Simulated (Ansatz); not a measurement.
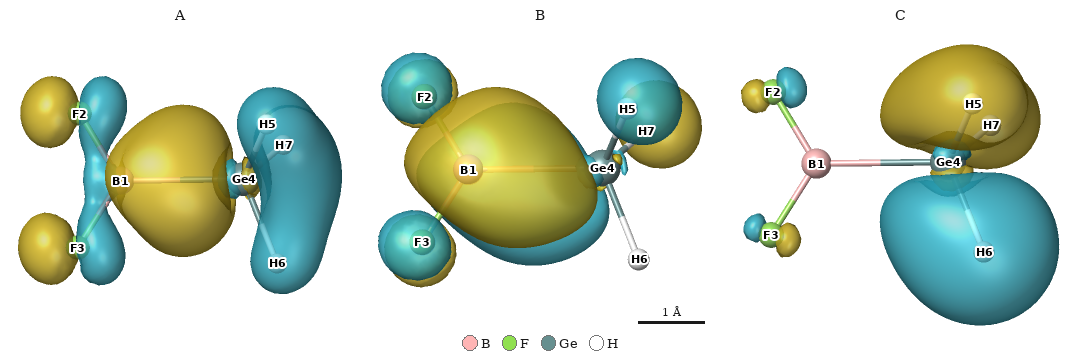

Figure 1: BF2GeH3 (SMILES F[B](F)[GeH3]). Three frontier orbitals at ±0.1 Å⁻³ᐟ² (yellow and cyan are the two phases), in no order.

Geometry: r2SCAN-D4/def2-SVP.

Level of theory: isolated molecule in a Gaussian basis; Kohn-Sham density functional theory, functional PBE0 in Ansatz.

```json
{"atom": "B", "x (Å)": "-1.1374", "y (Å)": "-1.2955", "z (Å)": "1.2737"}
{"atom": "F", "x (Å)": "-2.2984", "y (Å)": "-1.6233", "z (Å)": "0.7312"}
{"atom": "F", "x (Å)": "-0.6688", "y (Å)": "-2.1069", "z (Å)": "2.2060"}
{"atom": "Ge", "x (Å)": "-0.1252", "y (Å)": "0.4072", "z (Å)": "0.6738"}
{"atom": "H", "x (Å)": "-1.0102", "y (Å)": "1.6450", "z (Å)": "0.8831"}
{"atom": "H", "x (Å)": "1.1823", "y (Å)": "0.5944", "z (Å)": "1.4527"}
{"atom": "H", "x (Å)": "0.1984", "y (Å)": "0.3226", "z (Å)": "-0.8254"}
```

> Order the three orbitals by energy and name them.

C is the HOMO−1 (−9.83 eV). It lies mainly on Ge4 (about 45 %), H6 (about 35 %), H5 (about 10 %) and H7 (about 10 %). A is the HOMO (−9.07 eV). By Hirshfeld shares it lies mainly on Ge4 (about 40 %), B1 (about 30 %), F3 (about 10 %) and F2 (about 10 %). B is the LUMO (−1.09 eV). It lies mainly on B1 (about 45 %), Ge4 (about 25 %), F3 (about 10 %) and F2 (about 10 %).

> What is the HOMO–LUMO gap?

7.98 eV between the orbital energies.
